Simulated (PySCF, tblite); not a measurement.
# Si20H30O2: electronic excitations, NMR shifts, part 2 of 2

tblite 0.8.0 and PySCF 2.14.0. Atoms count from 0. Earlier steps stand in the parts before.

### 4 NMR shifts: GIAO KT3/pcSseg-1

Job settings and geometry (Å):

```
{"job": {"kind": "nmr", "xc": "KT3", "basis": "pcSseg-1", "pop": false}, "charge": 0, "multiplicity": 1}
Si     0.749094    -0.607131    -0.653737
Si     0.461092    -0.518878    -2.989836
Si     0.649292    -2.723306    -3.786190
Si     2.480048    -3.696260    -2.683600
Si     2.872912    -5.965375    -2.949631
Si    -1.110802    -3.945982    -0.710313
Si    -1.165980    -4.086404    -3.059533
Si    -0.876122    -6.299531    -3.781542
Si     0.949329    -7.254046    -2.693491
Si    -0.461932     0.519126     2.988462
Si    -0.750579     0.607373     0.654609
Si     0.857064    -2.881598    -0.096970
Si    -0.856582     2.881655     0.097729
Si    -0.949140     7.254187     2.694485
Si     0.876731     6.299744     3.781417
Si     1.167113     4.086656     3.058972
Si     1.111807     3.946363     0.709734
Si    -2.872394     5.966173     2.950255
Si    -2.479566     3.697720     2.682616
Si    -0.648971     2.723806     3.787232
O     -1.958178     3.539103     1.127052
O      1.958258    -3.536190    -1.128352
H      2.061389     0.044294    -0.398419
H      1.390083     0.414801    -3.653400
H     -0.859405     0.055584    -3.312509
H      0.822666    -2.839341    -5.251701
H      3.690622    -2.848690    -2.691662
H      3.327673    -6.111132    -4.348802
H      4.007520    -6.505573    -2.180314
H     -2.230422    -3.170968    -0.147319
H     -1.314133    -5.284154    -0.128437
H     -2.445364    -3.536055    -3.562376
H     -0.625121    -6.309070    -5.234264
H     -2.104135    -7.102825    -3.661753
H      0.612766    -7.346925    -1.260061
H      1.149028    -8.662174    -3.073910
H      0.858159    -0.055161     3.312175
H     -1.389688    -0.413674     3.654446
H     -2.062858    -0.042504     0.398989
H      1.472105    -3.215587     1.195385
H     -1.471645     3.216636    -1.194209
H     -1.147171     8.662458     3.074436
H     -0.612286     7.346939     1.261362
H      2.104900     7.102857     3.661934
H      0.626840     6.309031     5.234278
H      2.446061     3.535644     3.562695
H      1.314356     5.285418     0.128927
H      2.231456     3.171093     0.146922
H     -4.006404     6.506899     2.181283
H     -3.328263     6.112340     4.348875
H     -3.690179     2.849803     2.691653
H     -0.822232     2.840313     5.253353
```

Level: GIAO KT3/pcSseg-1 NMR shielding, non-relativistic, gas phase.

What it wrote:

```text
start: PBE on a coarse grid of 50850 points
cycle   1  E = -5954.7811226441  dE =  1.492e+00  |g| = 1.324e+00  |ddm| = 7.292e+00
cycle   2  E = -5951.2168272590  dE =  3.564e+00  |g| = 4.032e+00  |ddm| = 1.053e+01
cycle   3  E = -5955.0579827482  dE = -3.841e+00  |g| = 3.491e-01  |ddm| = 1.013e+01
cycle   4  E = -5955.0664421413  dE = -8.459e-03  |g| = 3.103e-01  |ddm| = 1.495e+00
cycle   5  E = -5955.1030474351  dE = -3.661e-02  |g| = 6.955e-02  |ddm| = 7.900e-01
cycle   6  E = -5955.1045548521  dE = -1.507e-03  |g| = 2.499e-02  |ddm| = 1.761e-01
cycle   7  E = -5955.1047532452  dE = -1.984e-04  |g| = 6.554e-03  |ddm| = 5.449e-02
final grid: 385443 points
cycle   8  E = -6006.8072309809  dE = -1.077e-01  |g| = 5.650e-01  |ddm| = 1.381e+00
cycle   9  E = -6006.7874669751  dE =  1.976e-02  |g| = 4.982e-01  |ddm| = 1.056e+00
cycle  10  E = -6006.8034926595  dE = -1.603e-02  |g| = 3.566e-01  |ddm| = 1.080e+00
cycle  11  E = -6006.8287711552  dE = -2.528e-02  |g| = 1.268e-02  |ddm| = 4.522e-01
cycle  12  E = -6006.8288034749  dE = -3.232e-05  |g| = 8.359e-03  |ddm| = 4.471e-02
cycle  13  E = -6006.8288349431  dE = -3.147e-05  |g| = 2.131e-03  |ddm| = 2.266e-02
cycle  14  E = -6006.8288333643  dE =  1.579e-06  |g| = 6.193e-04  |ddm| = 5.699e-03
cycle  15  E = -6006.8288366450  dE = -3.281e-06  |g| = 1.670e-04  |ddm| = 1.549e-03
cycle  16  E = -6006.8288348823  dE =  1.763e-06  |g| = 7.948e-05  |ddm| = 3.652e-04
converged SCF energy = -6006.8288348823

GIAO shielding tensors (ppm)
atom      isotropic    diamagn.    paramagn.     s11        s22        s33       span
  0 Si     486.781     888.460    -401.679    462.400    490.565    507.379     44.979
  1 Si     468.539     886.790    -418.251    439.454    469.941    496.224     56.769
  2 Si     487.768     886.487    -398.719    477.118    480.918    505.267     28.149
  3 Si     365.774     885.166    -519.393    297.606    353.803    445.912    148.307
  4 Si     480.272     881.669    -401.396    461.353    479.099    500.365     39.012
  5 Si     482.848     887.145    -404.297    466.064    475.583    506.897     40.833
  6 Si     483.763     886.857    -403.094    466.116    477.172    508.002     41.886
  7 Si     469.572     883.010    -413.439    446.184    473.609    488.922     42.739
  8 Si     477.784     882.015    -404.232    455.034    479.784    498.533     43.499
  9 Si     468.647     886.781    -418.134    439.571    469.952    496.419     56.847
 10 Si     486.989     888.464    -401.475    462.776    490.712    507.478     44.703
 11 Si     377.197     883.758    -506.561    299.686    360.842    471.064    171.378
 12 Si     377.143     883.744    -506.601    299.468    360.901    471.060    171.592
 13 Si     477.942     882.020    -404.079    455.153    479.972    498.700     43.546
 14 Si     469.597     883.015    -413.418    446.129    473.617    489.044     42.914
 15 Si     483.614     886.844    -403.231    466.097    477.026    507.717     41.620
 16 Si     482.761     887.134    -404.373    466.035    475.547    506.702     40.667
 17 Si     480.395     881.665    -401.270    461.534    479.150    500.502     38.968
 18 Si     365.848     885.137    -519.289    297.728    353.782    446.035    148.307
 19 Si     487.572     886.483    -398.911    476.893    480.799    505.023     28.129
 20 O      323.696     403.300     -79.605    191.455    385.881    393.751    202.296
 21 O      323.794     403.326     -79.532    191.220    386.208    393.954    202.735
 22 H       27.972      35.987      -8.015     23.227     27.934     32.754      9.527
 23 H       27.750      33.203      -5.452     23.064     26.291     33.896     10.832
 24 H       27.897      33.914      -6.017     23.887     27.267     32.539      8.652
 25 H       28.291      33.925      -5.633     23.548     26.319     35.007     11.459
 26 H       25.171      31.319      -6.148     21.747     24.419     29.347      7.600
 27 H       28.596      28.155       0.441     25.705     25.802     34.282      8.577
 28 H       28.016      27.980       0.036     23.903     25.305     34.842     10.939
 29 H       28.220      33.794      -5.574     23.556     27.347     33.756     10.200
 30 H       28.063      34.049      -5.986     23.480     27.042     33.666     10.186
 31 H       27.689      32.324      -4.635     23.209     25.793     34.064     10.854
 32 H       28.004      29.222      -1.218     24.617     25.588     33.808      9.191
 33 H       27.901      28.515      -0.614     23.664     25.162     34.877     11.213
 34 H       27.970      30.435      -2.464     24.379     27.469     32.063      7.684
 35 H       28.042      26.713       1.328     23.554     25.053     35.518     11.965
 36 H       27.901      33.912      -6.011     23.886     27.274     32.541      8.655
 37 H       27.754      33.198      -5.444     23.064     26.296     33.901     10.837
 38 H       27.981      35.990      -8.010     23.235     27.940     32.767      9.531
 39 H       25.514      33.489      -7.975     21.227     25.432     29.882      8.655
 40 H       25.518      33.489      -7.971     21.229     25.437     29.887      8.658
 41 H       28.046      26.720       1.326     23.554     25.055     35.527     11.973
 42 H       27.974      30.443      -2.468     24.382     27.474     32.067      7.685
 43 H       27.902      28.519      -0.618     23.663     25.163     34.878     11.215
 44 H       28.005      29.229      -1.224     24.616     25.590     33.809      9.193
 45 H       27.684      32.320      -4.635     23.209     25.790     34.054     10.844
 46 H       28.057      34.041      -5.983     23.476     27.039     33.657     10.182
 47 H       28.216      33.787      -5.571     23.555     27.345     33.749     10.194
 48 H       28.022      27.981       0.041     23.907     25.309     34.850     10.943
 49 H       28.598      28.154       0.445     25.704     25.800     34.290      8.586
 50 H       25.172      31.307      -6.135     21.752     24.418     29.345      7.593
 51 H       28.281      33.926      -5.645     23.543     26.311     34.990     11.446
```

It took 32 s on 2 threads of AMD EPYC 9R45, shared host; peak memory 1.1 GiB.

The references, computed at this level on geometries of the same kind, shield at (ppm): 1H TMS 31.76, 29Si TMS 361.7, 17O H2O 330.8. Their shielding less the atom's gives the shift. The references are single molecules in the gas phase, so shifts against H2O, NH3, PH3, H3PO4 or CFCl3 are not on the usual liquid scales and can be off by tens of ppm. Atoms listed in one row are averaged.

| atoms | environment | σ (ppm) | δ (ppm) |
| --- | --- | --- | --- |
| H26, H50 | hydrogen on a silicon bonded to O, 2 Si | 25.17 | 6.59 |
| H39, H40 | hydrogen on a silicon bonded to O, 2 Si | 25.52 | 6.24 |
| H31, H45 | hydrogen on a silicon bonded to 3 Si | 27.69 | 4.07 |
| H23, H37 | hydrogen on a silicon bonded to 2 Si | 27.75 | 4.01 |
| H24, H36 | hydrogen on a silicon bonded to 2 Si | 27.90 | 3.86 |
| H33, H43 | hydrogen on a silicon bonded to 2 Si | 27.90 | 3.86 |
| H34, H42 | hydrogen on a silicon bonded to 2 Si | 27.97 | 3.79 |
| H22, H38 | hydrogen on a silicon bonded to 3 Si | 27.98 | 3.78 |
| H32, H44 | hydrogen on a silicon bonded to 2 Si | 28.00 | 3.76 |
| H28, H48 | hydrogen on a silicon bonded to 2 Si | 28.02 | 3.74 |
| H35, H41 | hydrogen on a silicon bonded to 2 Si | 28.04 | 3.72 |
| H30, H46 | hydrogen on a silicon bonded to 2 Si | 28.06 | 3.70 |
| H29, H47 | hydrogen on a silicon bonded to 2 Si | 28.22 | 3.54 |
| H25, H51 | hydrogen on a silicon bonded to 3 Si | 28.29 | 3.47 |
| H27, H49 | hydrogen on a silicon bonded to 2 Si | 28.60 | 3.16 |
| Si3, Si18 | silicon bonded to O, 2 Si, H | 365.8 | -4.1 |
| Si11, Si12 | silicon bonded to O, 2 Si, H | 377.2 | -15.5 |
| Si1, Si9 | silicon bonded to 2 Si, 2 H | 468.6 | -106.9 |
| Si7, Si14 | silicon bonded to 2 Si, 2 H | 469.6 | -107.9 |
| Si8, Si13 | silicon bonded to 2 Si, 2 H | 477.9 | -116.2 |
| Si4, Si17 | silicon bonded to 2 Si, 2 H | 480.3 | -118.7 |
| Si5, Si16 | silicon bonded to 2 Si, 2 H | 482.8 | -121.1 |
| Si6, Si15 | silicon bonded to 3 Si, H | 483.7 | -122.0 |
| Si0, Si10 | silicon bonded to 3 Si, H | 486.9 | -125.2 |
| Si2, Si19 | silicon bonded to 3 Si, H | 487.7 | -126.0 |
| O20, O21 | oxygen bonded to 2 Si | 323.7 | 7.0 |

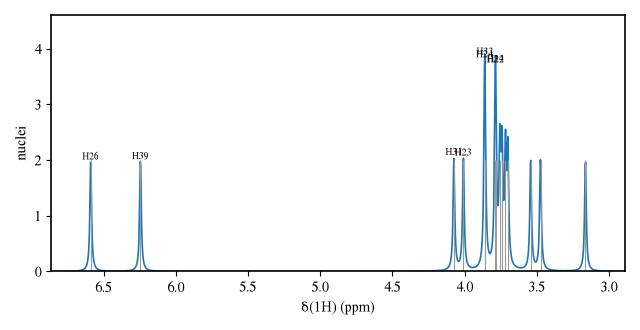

1H lines at the computed shifts, without couplings. Lines are broadened to a width of 0.01 ppm (Lorentzian).

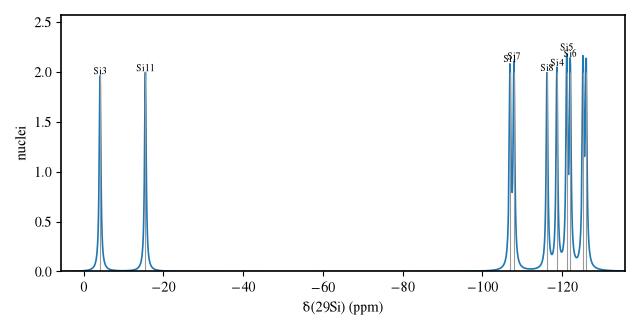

29Si lines at the computed shifts, without couplings. Lines are broadened to a width of 0.49 ppm (Lorentzian).

Ring of atoms Si0, Si1, Si2, Si3, Si11, O21: NICS(0) -0.9, NICS(1) -0.8, NICS(1)zz 2.8 ppm (means of both faces).

Ring of atoms Si0, Si1, Si2, Si5, Si6, Si11: NICS(0) -1.0, NICS(1) -1.6, NICS(1)zz 1.6 ppm (means of both faces).

The two faces differ (NICS(1)zz -2.0 and 5.2 ppm).

Ring of atoms Si2, Si3, Si4, Si6, Si7, Si8: NICS(0) -1.4, NICS(1) -1.3, NICS(1)zz 4.1 ppm (means of both faces).

### 5 Outcome

The summary covers parts 1 to 2.

| quantity | value |
| --- | --- |
| lowest singlet (PBE0/6-31G*) | 4.42 eV (281 nm), f = 0.010 |
| brightest single state of those computed | state 5, 4.82 eV, f = 0.030 |
| lowest triplet | 4.09 eV |
| 1H shifts against TMS (KT3/pcSseg-1, means over atoms taken as alike) | 6.59, 6.24, 4.07, 4.01, 3.86, 3.86, 3.79, 3.78, 3.76, 3.74, 3.72, 3.70, 3.54, 3.47 ppm and more |
| 29Si shifts against TMS (KT3/pcSseg-1, means over atoms taken as alike) | -4.1, -15.5, -106.9, -107.9, -116.2, -118.7, -121.1, -122.0, -125.2, -126.0 ppm |
| 17O shifts against H2O (KT3/pcSseg-1, means over atoms taken as alike) | 7.0 ppm |

**Reading.** The first singlet state (HOMO→LUMO 0.93) lies at 4.42 eV and is weak; of the 6 states computed, the strongest absorption comes from state 5 at 4.82 eV. The lowest triplet lies 0.33 eV below the lowest singlet. At KT3/pcSseg-1: The largest span, 203 ppm, is at O20, O21, where the paramagnetic term is -80 ppm.
